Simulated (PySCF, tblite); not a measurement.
# C₄H₁₃BN₂Si: infrared bands, NMR shifts and electronic excitations in gas and solvents, part 1 of 2

Aim: compute the infrared bands, NMR shifts and electronic excitations of C₄H₁₃BN₂Si (`CB(C)N1CCN[SiH2]1`), and see what a dielectric continuum does where one was used.

The runs use tblite 0.8.0 and PySCF 2.14.0, with density-fitted response routines of our own; the level of theory stands in each step. All values are computed, except where a source is named. Atoms are numbered from 0 throughout.

**1. The starting structure**

21 atoms, charge 0, multiplicity 1; geometry from: force field or distance geometry start.

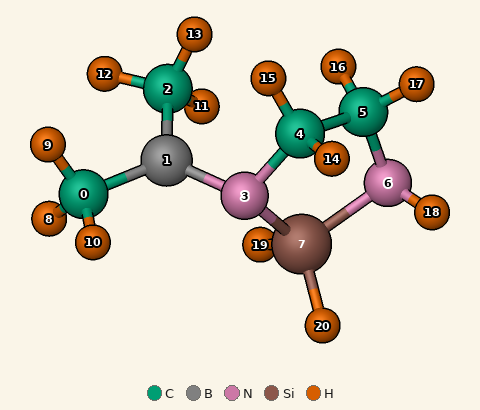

As it starts; carbon teal, boron grey, nitrogen pink, silicon brown, hydrogen orange, atoms numbered.

**2. Geometry optimisation with GFN2-xTB**

Job settings and geometry (Å):

```
{"job": {"kind": "relax", "xc": "GFN2-xTB", "basis": "xTB"}, "charge": 0, "multiplicity": 1}
C     -2.336900    -1.429700    -0.407900
B     -1.191700    -0.384600    -0.090500
C     -1.573000     1.070400     0.437100
N      0.276400    -0.836900    -0.238600
C      1.090600    -0.576100     0.971900
C      1.848100     0.765700     0.823400
N      2.303400     0.975900    -0.555300
Si     1.099300     0.095700    -1.496600
H     -2.981200    -1.026600    -1.216900
H     -2.964600    -1.594900     0.505700
H     -1.910600    -2.394300    -0.736000
H     -1.142800     1.843200    -0.225000
H     -2.690700     1.193300     0.438700
H     -1.213300     1.219900     1.467800
H      1.837500    -1.382000     1.063000
H      0.489900    -0.586800     1.915900
H      1.187600     1.609900     1.118300
H      2.720400     0.776600     1.520900
H      3.202200     0.457400    -0.668700
H      0.191100     1.028600    -2.178300
H      1.749400    -0.807600    -2.449200
```

Run with:

```sh
$ OMP_NUM_THREADS=1 python probes_run.py task.json out
```

This one command runs all jobs of the session in turn.

Output:

```text
step      E/eV     max force
  0    -653.83143    2.022
  1    -654.01732    1.441
  2    -654.15412    0.820
  3    -654.19856    0.528
  4    -654.22481    0.277
  5    -654.23637    0.352
  6    -654.26054    0.291
  7    -654.27082    0.189
  8    -654.28083    0.203
  9    -654.29162    0.238
 10    -654.30545    0.270
 11    -654.31858    0.218
 12    -654.32905    0.211
 13    -654.33715    0.174
 14    -654.34635    0.242
 15    -654.35860    0.244
 16    -654.37136    0.201
 17    -654.38116    0.209
 18    -654.38881    0.186
 19    -654.39631    0.182
 20    -654.40530    0.243
 21    -654.41660    0.283
 22    -654.42985    0.332
 23    -654.44649    0.370
 24    -654.46352    0.374
 25    -654.48590    0.384
 26    -654.51140    0.480
 27    -654.53790    0.506
 28    -654.53255    1.694
 29    -654.56917    0.920
 30    -654.59732    0.308
 31    -654.61792    0.280
 32    -654.67853    0.896
 33    -654.69792    0.300
 34    -654.71922    0.403
 35    -654.75960    0.380
 36    -654.77699    0.422
 37    -654.79451    0.309
 38    -654.81898    0.299
 39    -654.83652    0.328
 40    -654.85650    0.399
 41    -654.87229    0.316
 42    -654.88656    0.286
 43    -654.89998    0.249
 44    -654.91876    0.319
 45    -654.92994    0.326
 46    -654.94063    0.246
 47    -654.94907    0.226
 48    -654.95999    0.224
 49    -654.97274    0.302
 50    -654.98640    0.357
 51    -654.99772    0.347
 52    -655.00708    0.305
 53    -655.01495    0.244
 54    -655.02365    0.196
 55    -655.03059    0.273
 56    -655.03863    0.298
 57    -655.04534    0.258
 58    -655.05055    0.147
 59    -655.05415    0.145
 60    -655.05749    0.166
 61    -655.06115    0.177
 62    -655.06492    0.163
 63    -655.06879    0.143
 64    -655.07395    0.198
 65    -655.08090    0.247
 66    -655.08953    0.229
 67    -655.09804    0.440
 68    -655.10706    0.214
 69    -655.11626    0.322
 70    -655.12852    0.298
 71    -655.13915    0.290
 72    -655.14870    0.177
 73    -655.15718    0.236
 74    -655.16612    0.282
 75    -655.16672    0.583
 76    -655.17723    0.197
 77    -655.18024    0.122
 78    -655.18475    0.107
 79    -655.18819    0.209
 80    -655.19220    0.154
 81    -655.19539    0.107
 82    -655.19827    0.109
 83    -655.20163    0.149
 84    -655.20465    0.197
 85    -655.20704    0.124
 86    -655.20896    0.090
 87    -655.21072    0.077
 88    -655.21175    0.079
 89    -655.21314    0.091
 90    -655.21410    0.090
 91    -655.21496    0.080
 92    -655.21562    0.064
 93    -655.21623    0.056
 94    -655.21680    0.054
 95    -655.21732    0.052
 96    -655.21773    0.049
 97    -655.21808    0.060
 98    -655.21846    0.060
 99    -655.21893    0.053
100    -655.21944    0.054
101    -655.21995    0.063
102    -655.22047    0.059
103    -655.22111    0.057
104    -655.22191    0.071
105    -655.22277    0.073
106    -655.22361    0.062
107    -655.22451    0.062
108    -655.22548    0.065
109    -655.22648    0.073
110    -655.22726    0.070
111    -655.22790    0.064
112    -655.22844    0.041
113    -655.22920    0.065
114    -655.22993    0.087
115    -655.23053    0.068
116    -655.23088    0.052
117    -655.23113    0.043
118    -655.23139    0.054
119    -655.23172    0.068
120    -655.23202    0.056
121    -655.23226    0.048
122    -655.23244    0.039
123    -655.23265    0.041
124    -655.23293    0.039
125    -655.23315    0.032
126    -655.23333    0.028
127    -655.23348    0.029
128    -655.23368    0.038
129    -655.23393    0.046
130    -655.23419    0.041
131    -655.23442    0.035
132    -655.23460    0.031
133    -655.23476    0.029
134    -655.23489    0.023
135    -655.23500    0.029
136    -655.23508    0.017
137    -655.23516    0.025
138    -655.23523    0.018
139    -655.23528    0.016
140    -655.23533    0.018
141    -655.23540    0.020
142    -655.23549    0.020
143    -655.23558    0.020
144    -655.23565    0.017
145    -655.23569    0.017
146    -655.23573    0.014
147    -655.23577    0.013
148    -655.23580    0.016
149    -655.23585    0.016
150    -655.23589    0.014
151    -655.23594    0.015
152    -655.23597    0.013
153    -655.23600    0.015
154    -655.23602    0.013
155    -655.23603    0.009
```

It took 5.3 s on 1 thread of Intel Xeon at 2.50GHz, shared host; peak memory 0.18 GiB.

Step by step: (not every step is listed)

```
step  energy from step 0 (eV)  largest force (eV/Å)
   0                   0.0000                2.0225
   1                  -0.1859                1.4411
   2                  -0.3227                0.8196
   3                  -0.3671                0.5284
   4                  -0.3934                0.2774
   5                  -0.4049                0.3522
   6                  -0.4291                0.2915
   7                  -0.4394                0.1893
   8                  -0.4494                0.2027
  22                  -0.5984                0.3315
  36                  -0.9456                0.4217
  50                  -1.1550                0.3575
  64                  -1.2425                0.1983
  78                  -1.3533                0.1071
  92                  -1.3842                0.0635
 106                  -1.3922                0.0619
 120                  -1.4006                0.0557
 134                  -1.4035                0.0228
 148                  -1.4044                0.0159
 150                  -1.4045                0.0145
 151                  -1.4045                0.0149
 152                  -1.4045                0.0131
 153                  -1.4046                0.0145
 154                  -1.4046                0.0132
 155                  -1.4046                0.0088
```

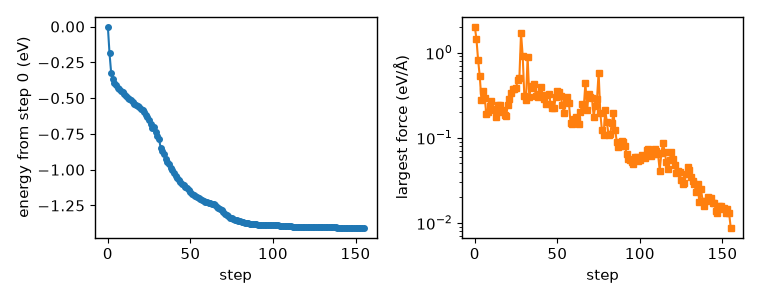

Energy and largest force along the relaxation.

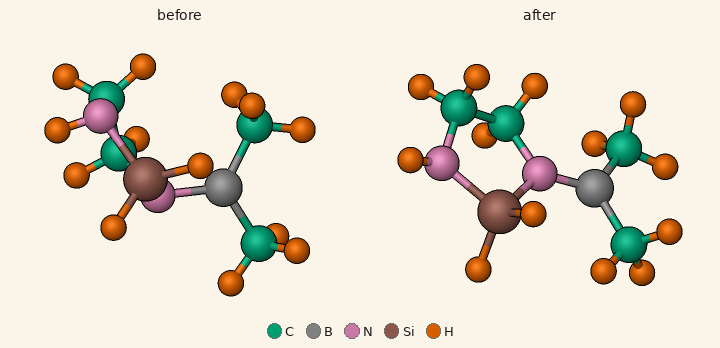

The geometry before (left) and after (right).

Distances of close pairs at the start and the end, largest changes first:

```
  bond  before (Å)  after (Å)  change (Å)
 B1–N3       1.543      1.400      -0.143
N6–Si7       1.764      1.716      -0.047
N6–H18       1.044      1.005      -0.039
C2–H12       1.124      1.087      -0.037
 C0–H9       1.121      1.089      -0.032
C4–H15       1.119      1.092      -0.027
 N3–C4       1.482      1.457      -0.025
N3–Si7       1.769      1.747      -0.022
```

The final coordinates are the input of the step that follows.

**3. Infrared spectrum with GFN2-xTB**

Job settings and geometry (Å):

```
{"job": {"kind": "ir", "xc": "GFN2-xTB", "basis": "xTB"}, "charge": 0, "multiplicity": 1}
C     -2.112855    -0.852384    -1.138310
B     -1.282750    -0.203840     0.048016
C     -2.054227     0.302358     1.345578
N      0.107451    -0.073598    -0.057907
C      0.911415     0.472108     1.027454
C      2.279299     0.875951     0.479408
N      2.569234    -0.074637    -0.570354
Si     1.140734    -0.597697    -1.365097
H     -2.776144    -0.114231    -1.587528
H     -2.753842    -1.653589    -0.773799
H     -1.491154    -1.260587    -1.930641
H     -1.951188     1.379754     1.474891
H     -3.119073     0.085584     1.309073
H     -1.659223    -0.154549     2.252285
H      1.040946    -0.296811     1.797301
H      0.410810     1.329333     1.481275
H      2.247388     1.907262     0.099095
H      3.042591     0.826116     1.262759
H      3.454062     0.062658    -1.027185
H      0.772804     0.107059    -2.599980
H      1.214802    -2.049318    -1.526808
```

Output:

```text
mode    cm-1     km/mol
  1      48.0      0.56
  2      78.3      0.59
  3      87.7      0.44
  4     130.7      1.30
  5     176.2      2.30
  6     177.4      1.95
  7     239.3      0.81
  8     269.7      1.21
  9     374.8      3.58
 10     389.0     17.31
 11     399.9     16.24
 12     470.8     78.40
 13     527.5     12.71
 14     564.7    136.64
 15     586.0     29.70
 16     630.1     38.52
 17     705.7    206.37
 18     762.5      0.07
 19     798.5     95.22
 20     812.6    118.24
 21     852.2      0.49
 22     858.4    100.07
 23     883.0     64.67
 24     906.7    113.45
 25     967.9      8.25
 26     993.9      7.90
 27    1078.4      3.92
 28    1097.6     25.44
 29    1141.1     20.53
 30    1158.0    244.92
 31    1185.7      8.02
 32    1198.1     11.96
 33    1263.0     73.16
 34    1320.4      3.68
 35    1360.7      7.35
 36    1383.5    491.16
 37    1389.4     48.36
 38    1394.7      5.18
 39    1479.4      0.04
 40    1500.2      0.54
 41    1502.0      1.78
 42    1504.5      1.92
 43    1510.7      0.23
 44    1512.5      0.57
 45    2202.1    423.61
 46    2268.7    253.06
 47    2851.4     69.65
 48    2908.3     62.56
 49    2931.6     73.78
 50    2968.5     40.13
 51    2995.8     36.08
 52    3006.6     50.35
 53    3010.8     39.28
 54    3020.5     33.73
 55    3038.1     30.23
 56    3039.9     80.72
 57    3494.5      2.20
```

It took 4 s on 1 thread of Intel Xeon at 2.50GHz, shared host; peak memory 0.18 GiB.

Which atoms move in the most intense modes:

```
cm⁻¹  km/mol                                  atoms
 565   136.6           H19 38 %, H20 34 %, Si7 14 %
 706   206.4                     H19 46 %, H20 35 %
 813   118.2  H19 17 %, H20 15 %, Si7 11 %, C2 11 %
 907   113.5   B1 26 %, H8 15 %, H11 12 %, H13 12 %
1158   244.9     B1 27 %, C4 16 %, N3 16 %, C5 15 %
1384   491.2                       B1 47 %, N3 37 %
2202   423.6                               H19 90 %
2269   253.1                               H20 90 %
```

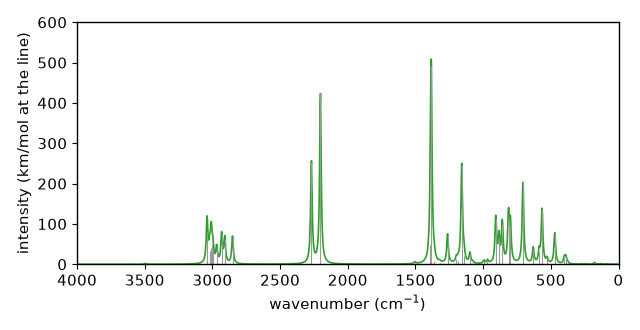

The infrared spectrum from these modes, unscaled. Lines are broadened to a width of 14 cm⁻¹ (Lorentzian).

**4. Optimising the geometry at PBE0-D3(BJ)/def2-SVP**

Job settings and geometry (Å):

```
{"job": {"xc": "PBE0", "basis": "def2-SVP", "d3": "d3bj", "grid": 1, "shake": 0.01, "kind": "geom"}, "charge": 0, "multiplicity": 1}
C     -2.092450    -0.877940    -1.134130
B     -1.288430    -0.208370     0.045860
C     -2.074430     0.300040     1.336930
N      0.140680    -0.071340    -0.061430
C      0.908600     0.465430     1.016900
C      2.275390     0.880770     0.477020
N      2.578810    -0.076640    -0.570110
Si     1.156190    -0.592250    -1.370150
H     -2.777970    -0.108830    -1.568180
H     -2.756540    -1.656020    -0.763780
H     -1.500020    -1.263500    -1.921820
H     -1.945380     1.380670     1.481590
H     -3.147350     0.095800     1.299480
H     -1.675910    -0.151780     2.259290
H      1.036500    -0.307580     1.797560
H      0.410280     1.343390     1.488750
H      2.249330     1.918380     0.097040
H      3.033330     0.831960     1.268580
H      3.451910     0.054830    -1.024890
H      0.747870     0.113960    -2.595070
H      1.198410    -2.048700    -1.536450
```

Output:

```text
step   0  E = -583.41963506  max force = 0.043452
step   1  E = -583.42622839  max force = 0.005002
step   2  E = -583.42651834  max force = 0.002297
step   3  E = -583.42656500  max force = 0.000709
step   4  E = -583.42657518  max force = 0.000392
optimisation converged
```

It took 3.6 min on 1 thread of Intel Xeon at 2.50GHz, shared host; peak memory 0.94 GiB.

Relaxation path:

```
step  energy from step 0 (eV)  largest force component (eV/Å)
   0                   0.0000                          2.2344
   1                  -0.1794                          0.2572
   2                  -0.1873                          0.1181
   3                  -0.1886                          0.0365
   4                  -0.1889                          0.0202
```

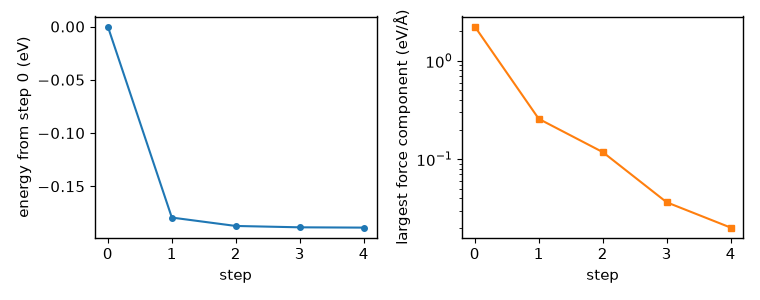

Energy and force, step by step.

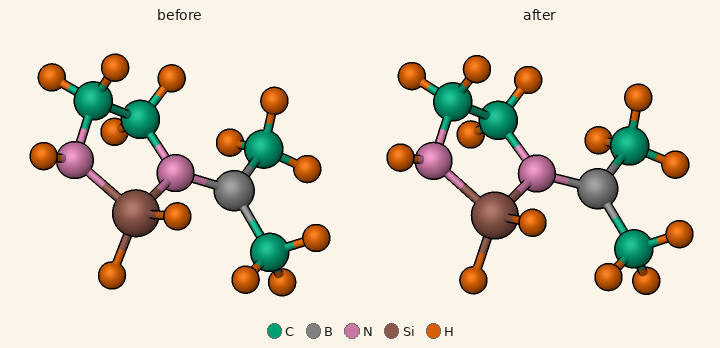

Before and after, at one scale.

Distances of close pairs at the start and the end, largest changes first:

```
   bond  before (Å)  after (Å)  change (Å)
 C0–H10       1.058      1.102      +0.043
  N3–C4       1.429      1.463      +0.034
Si7–H20       1.467      1.495      +0.028
 N3–Si7       1.736      1.765      +0.028
Si7–H19       1.472      1.499      +0.027
  B1–N3       1.440      1.415      -0.025
 N6–Si7       1.712      1.734      +0.023
 N6–H18       0.993      1.011      +0.018
```

The end geometry stands in the next job.

```
                         at the end point                value
  point group (found at 0.08 Å tolerance)                   C1
rotational constants (GHz, main isotopes)  2.811, 1.277, 0.917
                        dipole moment (D)                 1.76
```

**5. NMR shieldings: PBE0/pcSseg-1**

Job settings and geometry (Å):

```
{"job": {"kind": "nmr", "xc": "PBE0", "basis": "pcSseg-1"}, "charge": 0, "multiplicity": 1}
C     -2.085639    -0.746725    -1.227107
B     -1.307218    -0.145232     0.014215
C     -2.112408     0.427519     1.254038
N      0.107575    -0.118515     0.010872
C      0.933600     0.375934     1.111862
C      2.280447     0.815597     0.538351
N      2.598870    -0.146303    -0.501654
Si     1.154314    -0.702098    -1.284495
H     -2.747643     0.023498    -1.660100
H     -2.754775    -1.557030    -0.889910
H     -1.463794    -1.146401    -2.043747
H     -1.928479     1.510629     1.369901
H     -3.199512     0.286737     1.165219
H     -1.786167    -0.039503     2.199023
H      1.097996    -0.426266     1.854719
H      0.438972     1.209629     1.631797
H      2.201855     1.855217     0.156682
H      3.045506     0.819629     1.333343
H      3.501419    -0.043875    -0.946495
H      0.824746    -0.067167    -2.601324
H      1.136937    -2.182420    -1.491685
```

Level: GIAO PBE0/pcSseg-1 NMR shielding, non-relativistic, gas phase.

Output:

```text
coarse grid: 17240 points
cycle   1  E = -583.5377940315  dE =  7.475e-01  |g| = 5.879e-01  |ddm| = 3.982e+00
cycle   2  E = -583.4977286899  dE =  4.007e-02  |g| = 7.266e-01  |ddm| = 1.183e+00
cycle   3  E = -583.6222119374  dE = -1.245e-01  |g| = 8.640e-02  |ddm| = 7.081e-01
cycle   4  E = -583.6235039198  dE = -1.292e-03  |g| = 3.735e-02  |ddm| = 9.089e-02
cycle   5  E = -583.6238231897  dE = -3.193e-04  |g| = 6.992e-03  |ddm| = 3.114e-02
cycle   6  E = -583.6238313997  dE = -8.210e-06  |g| = 3.375e-03  |ddm| = 7.515e-03
cycle   7  E = -583.6238337718  dE = -2.372e-06  |g| = 3.428e-04  |ddm| = 2.836e-03
final grid: 159792 points
cycle   8  E = -583.6642400548  dE = -4.063e-05  |g| = 9.239e-03  |ddm| = 2.879e-02
cycle   9  E = -583.6642292138  dE =  1.084e-05  |g| = 1.155e-02  |ddm| = 1.797e-02
cycle  10  E = -583.6642611448  dE = -3.193e-05  |g| = 1.252e-03  |ddm| = 1.026e-02
cycle  11  E = -583.6642614771  dE = -3.324e-07  |g| = 2.558e-04  |ddm| = 1.079e-03
cycle  12  E = -583.6642614902  dE = -1.307e-08  |g| = 6.673e-05  |ddm| = 2.113e-04
cycle  13  E = -583.6642614908  dE = -6.614e-10  |g| = 3.572e-05  |ddm| = 7.739e-05
cycle  14  E = -583.6642614911  dE = -2.731e-10  |g| = 2.450e-06  |ddm| = 3.190e-05
converged SCF energy = -583.6642614911

GIAO shielding tensors (ppm)
atom      isotropic    diamagn.    paramagn.     s11        s22        s33       span
  0 C      173.498     254.148     -80.650    164.629    166.529    189.337     24.708
  1 B       51.588     190.488    -138.900     16.418     28.448    109.898     93.480
  2 C      179.120     253.965     -74.845    170.876    180.190    186.294     15.418
  3 N      143.849     327.656    -183.807     42.758    186.505    202.284    159.526
  4 C      135.129     243.475    -108.346    115.032    133.646    156.709     41.677
  5 C      136.287     246.505    -110.217    117.204    132.994    158.665     41.462
  6 N      242.383     323.917     -81.534    192.688    233.672    300.790    108.101
  7 Si     375.708     880.551    -504.843    344.651    355.999    426.475     81.824
  8 H       30.543      30.368       0.176     27.116     28.589     35.926      8.811
  9 H       30.568      30.057       0.511     26.906     28.722     36.076      9.170
 10 H       31.063      32.670      -1.608     25.911     31.086     36.190     10.279
 11 H       30.899      31.436      -0.537     26.541     29.895     36.260      9.718
 12 H       30.839      29.974       0.866     26.515     29.582     36.421      9.906
 13 H       30.881      31.311      -0.429     26.332     30.146     36.167      9.835
 14 H       28.035      30.221      -2.186     22.708     26.704     34.693     11.984
 15 H       28.060      31.614      -3.553     22.898     29.104     32.179      9.281
 16 H       28.112      30.245      -2.133     22.965     26.610     34.760     11.796
 17 H       28.146      28.128       0.018     23.330     26.411     34.698     11.367
 18 H       31.286      30.241       1.044     22.219     27.859     43.779     21.559
 19 H       25.898      30.418      -4.520     22.171     24.649     30.874      8.703
 20 H       25.998      29.769      -3.771     22.458     24.139     31.397      8.938
```

Wall time 1.8 min (1 thread of Intel Xeon at 2.50GHz, shared host); peak memory 1 GiB.

Shifts follow as δ = σ(reference) − σ, with reference shieldings (ppm) from runs at the same level and on the same kind of geometry: ¹H TMS 31.27, ¹³C TMS 184.4, ²⁹Si TMS 352.0, ¹⁵N NH3 265.7, ¹¹B BF3·OEt2 100.7. The references are single molecules in the gas phase, so shifts against H2O, NH3, PH3, H3PO4 or CFCl3 are not on the usual liquid scales and can be off by tens of ppm. Atoms listed in one row are averaged.

```
                     atoms                                                   environment  σ (ppm)  δ (ppm)  δ scaled to CDCl3
                        C4                                           sp3 CH2 bonded to N    135.1     49.3               47.3
                        C5                                           sp3 CH2 bonded to N    136.3     48.1               46.2
                    C0, C2                                     methyl carbon bonded to B    176.3      8.1                7.4
                  H19, H20     hydrogen on a silicon bonded to 2 N, in a 5-membered ring    25.95     5.32                  –
                  H14, H15                            hydrogen on an sp3 CH2 bonded to N    28.05     3.22               3.27
                  H16, H17                            hydrogen on an sp3 CH2 bonded to N    28.13     3.14               3.19
H8, H9, H10, H11, H12, H13                       hydrogen on a methyl carbon bonded to B    30.80     0.47               0.66
                       H18  hydrogen on a nitrogen bonded to C, Si, in a 5-membered ring    31.29    -0.02                  –
                        B1                                        boron bonded to 2 C, N     51.6     49.1                  –
                        N3             nitrogen bonded to C, B, Si, in a 5-membered ring    143.8    121.8                  –
                        N6             nitrogen bonded to C, Si, H, in a 5-membered ring    242.4     23.3                  –
                       Si7              silicon bonded to 2 N, 2 H, in a 5-membered ring    375.7    -23.7                  –
```

The scaled column applies a straight-line fit of computed shieldings to shifts measured in CDCl3 (root-mean-square error 0.21 ppm for H, 2.0 ppm for C).

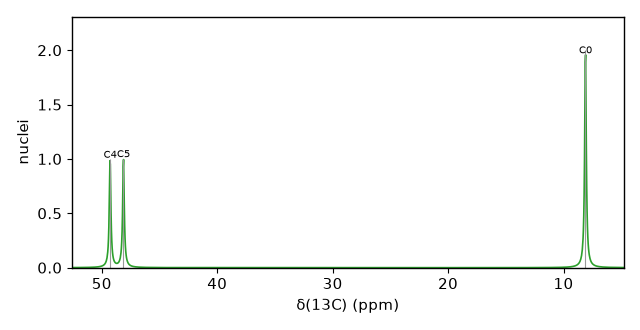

¹³C lines at the computed shifts, without couplings. Lines are broadened to a width of 0.16 ppm (Lorentzian).

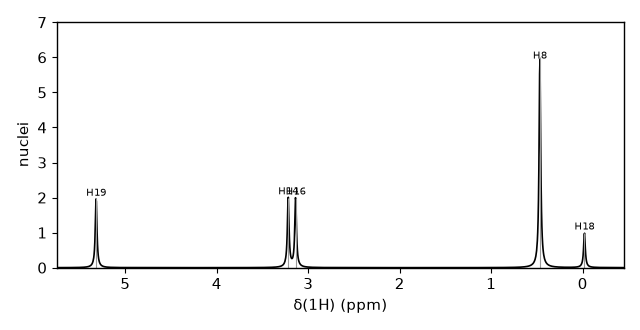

¹H lines at the computed shifts, without couplings. Lines are broadened to a width of 0.02 ppm (Lorentzian).

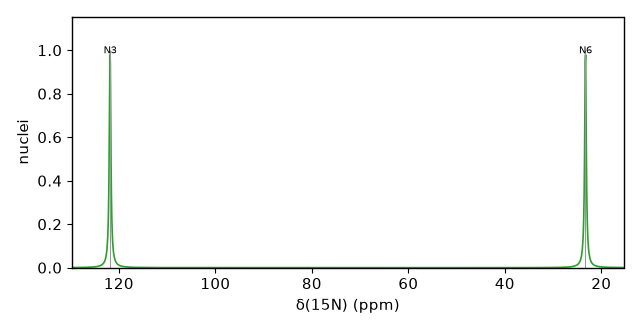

¹⁵N lines at the computed shifts, without couplings. Lines are broadened to a width of 0.39 ppm (Lorentzian).

Charges from the same density, by scheme (e):

```
 atoms  Mulliken    IAO  Hirshfeld  ESP fit
C0, C2     -0.55  -0.56      -0.20    -0.78
    B1      0.54   0.28       0.18     0.73
    N3     -0.79  -0.49      -0.20    -0.43
    C4      0.00  -0.14      -0.02    -0.18
    C5     -0.02  -0.14      -0.03     0.08
    N6     -0.67  -0.68      -0.25    -0.74
   Si7      0.83   0.98       0.40     0.72
```

ESP fit charges:

C0 -0.82; B1 0.73; C2 -0.74; N3 -0.43; C4 -0.18; C5 0.08; N6 -0.74; Si7 0.72; H8 0.18; H9 0.18; H10 0.16; H11 0.16; H12 0.16; H13 0.14; H14 0.12; H15 0.11; H16 0.04; H17 0.07; H18 0.36; H19 -0.16; H20 -0.15

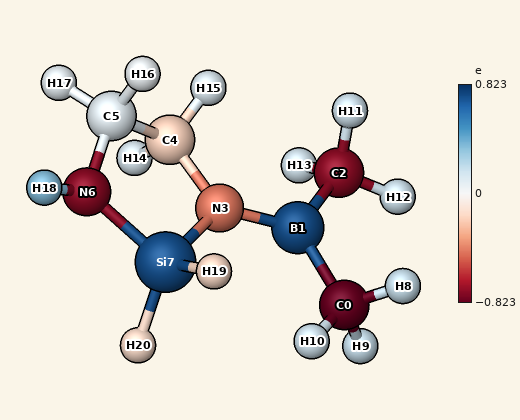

ESP fit charges, as colours on the atoms.

Mayer bond orders: C0–B1 1.01, B1–C2 1.01, B1–N3 1.21, N3–C4 0.93, C4–C5 1.04, C5–N6 0.96, N6–Si7 0.99, Si7–N3 0.87.

Ring of atoms N3, C4, C5, N6, Si7: NICS(0) -6.1, NICS(1) -2.5, NICS(1)zz -2.4 ppm (means of both faces).

(Continued in part 2 of 2.)
